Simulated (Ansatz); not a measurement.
# One shape, several levels: [GeH3]− (SMILES [H][Ge-]([H])[H])

Aim: a comparison of 6 runs (B2PLYP/STO-3G, PBE/STO-3G, PBE0/STO-3G, r2SCAN/STO-3G, CCSD/STO-3G, CCSD(T)/STO-3G) of [GeH3]−. 

Program for the calculation: Ansatz 0.2.0.

5 further runs of the same task are left out: 4 that didn't finish, 1 set aside as unsound or not needed.

## 1. The system as given

[GeH3]−: 4 atoms, total charge -1, spin state singlet. As SMILES, `[H][Ge-]([H])[H]`. The H4–Ge1 distance was set to 2.634 Å, away from the relaxed value. At this shape a bond of the SMILES string is far longer than usual.

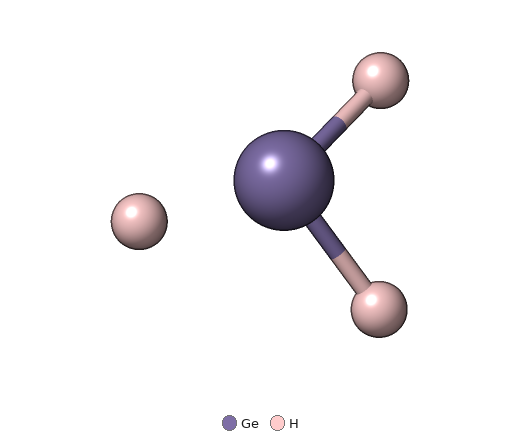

The structure, seen from a chosen angle (germanium purple, hydrogen pink).

## 2. The energy at B2PLYP/STO-3G (run 1)

molecule.yaml

```yaml
crystal:
  periodic: [false, false, false]
  atoms:
    - symbol: Ge
      position_ang: [0.357216, 0.620628, 1.277955]
    - symbol: H
      position_ang: [1.786686, 0.583368, 0.265515]
    - symbol: H
      position_ang: [-0.312724, 1.864298, 0.238225]
    - symbol: H
      position_ang: [-0.736970, -1.223820, -0.251850]
basis:
  gaussian: {orbitals: STO-3G}
total_charge: -1
hamiltonian: {xc: {name: B2PLYP}}
correlation: {frozen_orbitals: {Ge: 9, H: 0}}
accuracy: high
```

Run with:

```sh
$ ansatz run molecule.yaml --threads 1 --pin off --max-ram 2610MiB --events-out events.jsonl --progress --plain --runs-dir runs
```

The log of the run:

```text
Warning: RAYON_NUM_THREADS=1 ignored (pool sized by the plan → 1); use --threads N
Functional definition: B2PLYP
  name "B2PLYP"
  parameter a = 0.53
  parameter c = 0.27
  exchange = (1 - a)*b88_x + a*exact_x
  correlation = (1 - c)*lyp_c + c*(mp2_os + mp2_ss)
253 factors; integrals over basis functions are off by at most 1.9e-8 eV
mean field evaluation 1: about -55893.2653 eV, gradient 1.4e1 eV
mean field evaluation 2: about -55893.2621 eV, gradient 1.4e1 eV
mean field evaluation 4: about -55895.5715 eV, gradient 1.8e0 eV
mean field evaluation 8: about -55895.5874 eV, gradient 2.3e-2 eV
mean field evaluation 16: about -55895.5874 eV, gradient 5.1e-6 eV
mean field -55895.58739167 eV, -2054.1249492540 hartree, gradient 3.7e-8 eV, S^2 0.000000; 0 other end points of the search recorded, 0 dependent functions left out; unrestricted orbitals would lower it
9 core orbitals not correlated: weight in the atoms' cores, before any rotation towards them, 1.000 or more for the frozen orbitals, at most 0.000 for the correlated occupied ones
reference -55895.58740911 eV, -2054.1249498950 hartree; 9, 9 occupied and 3, 3 virtual orbitals, 253 factors
second order -2.67831605 eV of doubles, -0.00000000 eV of singles
Total energy: -55896.31055445 eV, -2054.1515249959 hartree
```

Run time: 1.3 s. Hardware: 1 thread of Arm Neoverse V1, shared host.

## 3. The energy at PBE/STO-3G (run 2)

input.yaml

```yaml
crystal:
  periodic: [false, false, false]
  atoms:
    - {symbol: Ge, position_ang: [0.357216, 0.620628, 1.277955]}
    - {symbol: H, position_ang: [1.786686, 0.583368, 0.265515]}
    - {symbol: H, position_ang: [-0.312724, 1.864298, 0.238225]}
    - {symbol: H, position_ang: [-0.736970, -1.223820, -0.251850]}
basis:
  gaussian:
    orbitals: STO-3G
total_charge: -1
hamiltonian:
  xc: pbe
accuracy: high
```

Run with:

```sh
$ ansatz run input.yaml --threads 1 --pin off --max-ram 2610MiB --events-out events.jsonl --progress --plain --runs-dir runs
```

The log of the run:

```text
Warning: RAYON_NUM_THREADS=1 ignored (pool sized by the plan → 1); use --threads N
Functional definition: PBE
  name "PBE"
  parameter kappa = 0.804
  parameter beta = 0.06672455060314922
  exchange = pbe_x(kappa = kappa, mu = beta*pi^2/3)
  correlation = pbe_c(beta = beta)
253 factors; integrals over basis functions are off by at most 1.9e-8 eV
mean field evaluation 1: about -55563.2766 eV, gradient 2.7e2 eV
mean field evaluation 2: about -55829.7541 eV, gradient 5.3e1 eV
mean field evaluation 4: about -55853.5120 eV, gradient 6.4e1 eV
mean field evaluation 8: about -55839.2011 eV, gradient 7.6e1 eV
mean field evaluation 16: about -55893.1653 eV, gradient 2.5e1 eV
mean field evaluation 32: about -55895.5826 eV, gradient 4.0e-6 eV
mean field -55895.58255446 eV, -2054.1247714898 hartree, gradient 2.7e-8 eV, S^2 0.000000; 2 other end points of the search recorded, 0 dependent functions left out
reference -55895.58255626 eV, -2054.1247715561 hartree; 18, 18 occupied and 3, 3 virtual orbitals, 253 factors
Total energy: -55895.58255626 eV, -2054.1247715561 hartree
```

Run time: 1.1 s. Hardware: 1 thread of Arm Neoverse V1, shared host.

Runs 3 to 5 aren't shown in full; the table further down has their settings and results.

## 4. A single-point energy at CCSD(T)/STO-3G (run 6)

run.yaml

```yaml
basis:
  gaussian:
    orbitals: STO-3G
crystal:
  periodic: [false, false, false]
  atoms:
    - symbol: Ge
      position_ang: [0.357216, 0.620628, 1.277955]
    - symbol: H
      position_ang: [1.786686, 0.583368, 0.265515]
    - symbol: H
      position_ang: [-0.312724, 1.864298, 0.238225]
    - symbol: H
      position_ang: [-0.736970, -1.223820, -0.251850]
total_charge: -1
correlation:
  method: ccsd_t
  frozen_orbitals: {Ge: 9, H: 0}
accuracy: high
scf:
  omitted_lower_state_checks: [cluster_reference, increment]
```

Run with:

```sh
$ ansatz run run.yaml --threads 1 --pin off --max-ram 2610MiB --events-out events.jsonl --progress --plain --runs-dir runs
```

The log of the run, cut to the lines that bear on the results:

```text
Warning: RAYON_NUM_THREADS=1 ignored (pool sized by the plan → 1); use --threads N
Functional definition: HF
  name "HF"
[...]
253 factors; integrals over basis functions are off by at most 1.9e-8 eV
[...]
mean field -55867.48635184 eV, -2053.0922550877 hartree, gradient 7.7e-8 eV, S^2 0.000000; 1 other end points of the search recorded, 0 dependent functions left out; unrestricted orbitals would lower it
9 core orbitals not correlated: weight in the atoms' cores, before any rotation towards them, 1.000 or more for the frozen orbitals, at most 0.000 for the correlated occupied ones
reference -55867.48635184 eV, -2053.0922550877 hartree; 9, 9 occupied and 3, 3 virtual orbitals, 253 factors
second order -1.73751126 eV of doubles, -0.00000000 eV of singles
cycle   1  -2.17571133 eV  change   -5.4e-1 eV  update   1.2e-1
[...]
cycle  23  -2.82925011 eV  change   4.1e-10 eV  update  8.7e-10
perturbative correction -0.02123857 eV, -0.0007805030 hartree
WARN: these amplitudes may be one of several solutions (largest doubles amplitude 0.36, level shift 0.86 eV)
Total energy: -55870.33684052 eV, -2053.1970086145 hartree
Checks for a lower state left out: cluster_reference, increment
```

It took 0.16 s on 1 thread of Arm Neoverse V1, shared host.

## 5. The series

| run | level | frozen core orbitals | energy (Eh) | wall time |
| --- | --- | --- | --- | --- |
| 1 | B2PLYP/STO-3G | 9 | -2054.151525 | 1.3 s |
| 2 | PBE/STO-3G | – | -2054.124772 | 1.1 s |
| 3 | PBE0/STO-3G | – | -2054.281789 | 0.93 s |
| 4 | r2SCAN/STO-3G | – | -2054.578374 | 2.4 s |
| 5 | CCSD/STO-3G | 9 | -2053.196228 | 0.16 s |
| 6 | CCSD(T)/STO-3G | 9 | -2053.197009 | 0.16 s |

## 6. What came out

```
                                          quantity           value
                               run 6: total energy  -2053.19701 Eh
run 6: correlation energy (9 core orbitals frozen)      -104.8 mEh
                             run 6: (T) correction       -0.78 mEh
                              run 6: T1 diagnostic           0.036
```

**Reading.** Totals of different functionals can't be ranked against each other. In runs 5, 6 the T1 diagnostic is large, so a single reference may not serve. In runs 1, 5, 6 the log says that unrestricted orbitals would lower the reference, so the values rest on an unstable closed-shell determinant (other closed-shell runs at this shape may share the fault). In runs 1, 2, 3, 4, 5, 6 the basis is minimal, so the values are rough. All runs together took 6 s, the longest 2.4 s.
